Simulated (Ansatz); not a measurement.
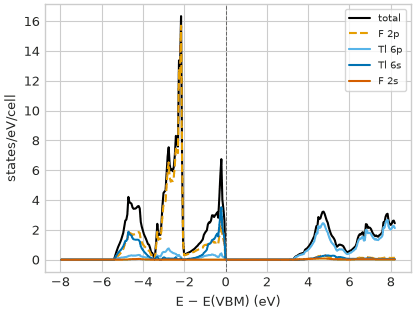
Figure. Total and projected density of states of TlF in space group P4/nmm (No. 129; Tl on 2c, F on 2c), DFT-r²SCAN+D4 in the program Ansatz with PAW potentials

Which orbitals carry the states next to the gap?

Top 1 eV of the valence band: Tl 6s 49 %, F 2p 41 %, Tl 6p 9 %. Bottom 1 eV of the conduction band: Tl 6p 80 %, F 2p 6 %, F 2s 6 %. Projections are on Löwdin-orthogonalised atomic valence shells; empty p or d shells of many metals are not among them.

Where is the tallest occupied peak in this window, and what makes it?

Near -2.2 eV, about 16 states/eV per cell; the largest projected share is F 2p.

The workflow started from a Materials Project entry (that database holds measured and hypothetical structures alike); the Crystallography Open Database files this formula in space group No. 129, but the cells were not matched. Whether it is the stable phase at ambient conditions was not checked. The r²SCAN+D4 relaxation kept the symmetry of its start; its stability against distortions is not shown here. Spin–orbit coupling is left out wherever it is not named.

Potentials: the later of the program's two PAW sets.
